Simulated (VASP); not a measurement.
Band structure of MgH2 (rutile). These are revTPSS meta-GGA, VASP's PBE PAW potentials (set 64) (plane waves; VASP) values and carry that method's errors.

The path is coarsely sampled, so an indirect gap can come out somewhat too large.

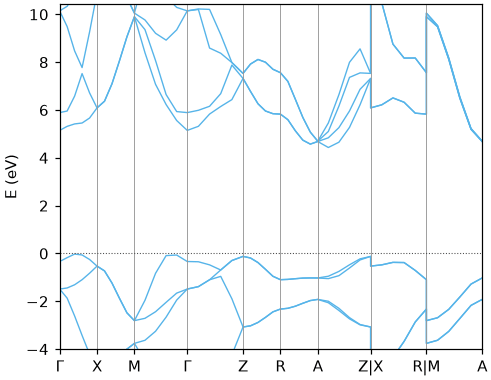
Bands along high-symmetry lines, zero at the valence-band maximum or, without a gap, the Fermi level

Read the plot: is there a gap, and where are the band edges?

The gap is indirect, 4.43 eV, from the valence maximum at (0.17, 0.17, 0.00) to the conduction minimum at A-Z at 0.20.

The compound is MgH2 in the rutile structure. It was relaxed first.
